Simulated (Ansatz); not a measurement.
# Series on glassy 72SiO2-17Al2O3-6BaO-6ZnO (mol %), by density

How do energy, pressure, forces, levels, charges and cost follow the density?

Computed with Ansatz 0.2.0: Kohn-Sham DFT, PBE, PAW (set soft_2). Every run is a single point, with the atoms held where the recipe put them (cutoff of the plane-wave runs 420 eV, fixed occupations).

First member: 116 atoms (26 Si, 12 Al, 2 Ba, 2 Zn, 74 O) placed at random at 2.42 g/cm³, melted at 4000 K for 10 ps at fixed volume with the Morse and Coulomb pair potential with partial charges (Pedone, Malavasi, Menziani, Cormack and Segre, J. Phys. Chem. B 110, 11780 (2006)). Quenched from 4000 K to 300 K at 50 K/ps and fixed volume, held 5 ps.

Last member: 116 atoms (26 Si, 12 Al, 2 Ba, 2 Zn, 74 O) placed at random at 3.22 g/cm³, melted at 4000 K for 10 ps at fixed volume with the Morse and Coulomb pair potential with partial charges (Pedone, Malavasi, Menziani, Cormack and Segre, J. Phys. Chem. B 110, 11780 (2006)). Quenched from 4000 K to 300 K at 50 K/ps and fixed volume, held 5 ps.

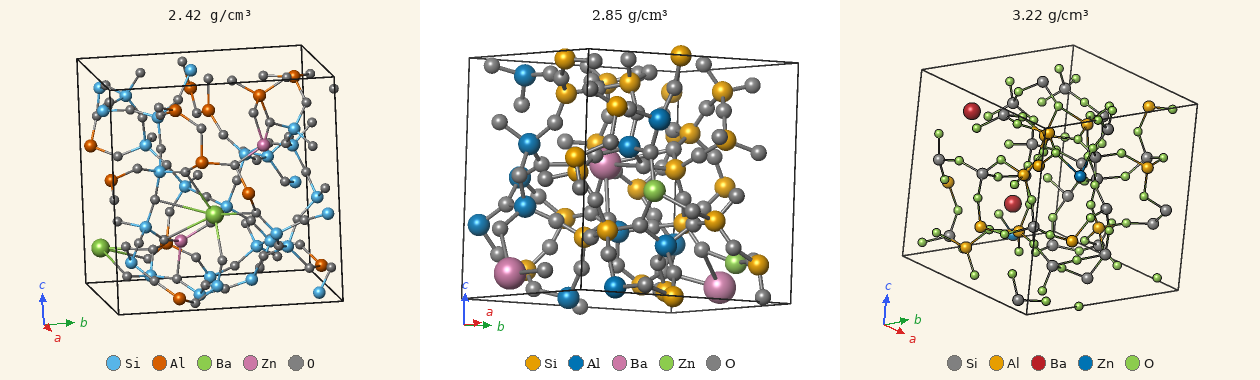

Three members of the series, labelled by density. Bonds to atoms that aren't drawn are left out. Some periodic images of atoms are drawn too.

The members:

```
density (g/cm³)  reduced formula  atoms  valence electrons  k-mesh        basis  density (g/cm³)
          2.416   BaAl6ZnSi13O37    116                628   1×1×1  plane waves             2.42
           2.55   BaAl6ZnSi13O37    116                628   1×1×1  plane waves             2.55
          2.684   BaAl6ZnSi13O37    116                628   1×1×1  plane waves             2.68
          2.845   BaAl6ZnSi13O37    116                628   1×1×1  plane waves             2.85
          3.006   BaAl6ZnSi13O37    116                628   1×1×1  plane waves             3.01
          3.221   BaAl6ZnSi13O37    116                628   1×1×1  plane waves             3.22
```

Each cell is one sample from a classical run, so sample-to-sample scatter enters every column; pressures lack the kinetic term.

The input of the first member, without its atom lines; other members have their own cell and atoms, and may differ in mesh, basis and outputs:

```yaml
crystal:
  lattice:
    - [12.2021, 0.0, 0.0]
    - [0.0, 12.2021, 0.0]
    - [0.0, 0.0, 12.2021]
  atoms:
    [... 116 lines ...]
kpoints:
  mp_grid: { grid: [1, 1, 1] }
hamiltonian:
  xc: pbe
scf:
  occupations: { method: fixed }
output:
  forces: true
  stress: true
  populations: true
  dos:
    method: { smearing: { sigma: 0.15 } }
    de: 0.1
    projected: { site_lists: { Al: [Al], Ba: [Ba], O: [O], Si: [Si], Zn: [Zn] } }
  eigenvalues: true
  write_density: true
  write_potential: true
  volumetric_format: npy
```

**Question.** How do the results, the time and the memory go along the series?

Results; charges are mean Löwdin charges in e:

```
density (g/cm³)  energy less the first member's (meV/atom)  pressure (GPa)  r.m.s. force (eV/Å)  gap (eV)  q(Ba)  q(Zn)  q(Al)
          2.416                                        0.0            2.10                 1.37                3.01  +1.90  +1.53  +1.38
           2.55                                        7.3            3.25                 1.32                3.22  +1.89  +1.51  +1.37
          2.684                                       -6.1            4.55                 1.37                3.48  +1.90  +1.50  +1.37
          2.845                                      -13.7            6.33                 1.29                3.51  +1.92  +1.51  +1.37
          3.006                                       34.6            4.34                 1.33                2.72  +1.88  +1.49  +1.36
          3.221                                       41.0            11.4                 1.33                3.54  +1.92  +1.53  +1.35
```

The gap is that between the highest filled and lowest empty Kohn-Sham level on the run's k-points; tail or defect levels can set it. Atoms aren't relaxed at this level, so pressure against density here is no equation of state. The projection misses up to 0.065 e an atom, so the charges add up to more than the cell's charge.

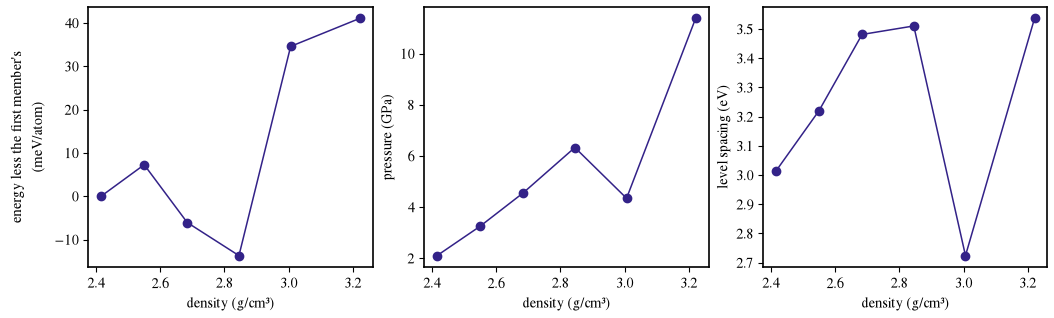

Results against density.

Cost on 8 threads of Intel Xeon Platinum 8488C (Sapphire Rapids), shared host:

```
density (g/cm³)  atoms        basis  k-mesh  SCF cycles   time  host memory (GiB)
          2.416    116  plane waves   1×1×1           9   12 s                2.8
           2.55    116  plane waves   1×1×1           9   11 s                2.6
          2.684    116  plane waves   1×1×1          10   10 s                2.5
          2.845    116  plane waves   1×1×1           9  9.4 s                2.4
          3.006    116  plane waves   1×1×1           9  9.2 s                2.3
          3.221    116  plane waves   1×1×1           9  8.4 s                2.2
```

Times include the outputs that each run asked for, on hosts shared with other jobs.

What the series shows: The energy against the first member is lowest at 2.85 g/cm³ (-13.7 meV/atom) and highest at 3.22 g/cm³ (41.0 meV/atom), with no steady trend; each member is a single configuration. The gap is lowest at 3.01 g/cm³ (2.72 eV) and highest at 3.22 g/cm³ (3.54 eV), with no steady trend; in single samples it varies with the configuration. The mean charge on Ba lies between +1.88 and +1.92 e, with no steady trend. The pressure is lowest at 2.42 g/cm³ (2.1 GPa) and highest at 3.22 g/cm³ (11 GPa), rising overall but not at every step.

**Limits.** No spin–orbit coupling is included, so levels derived from the heavy atoms are approximate. The quench rate of 50 K/ps is orders of magnitude faster than experiment, which tends to freeze in extra defects. The starting topology of bonds comes from the classical model, and needn't be the one that DFT or experiment would give. The cells aren't relaxed by DFT, which could reorder their energies.

[Logs are printed without paths, hosts, clocks, repeated set-up lines and the standing remarks that a program may print on its own settings, such as how far it seeks lower states.]

[Hosts, paths, dates, database ids (printed as entryN), source tags and the programs' standing remarks are cut or masked in the printed files.]
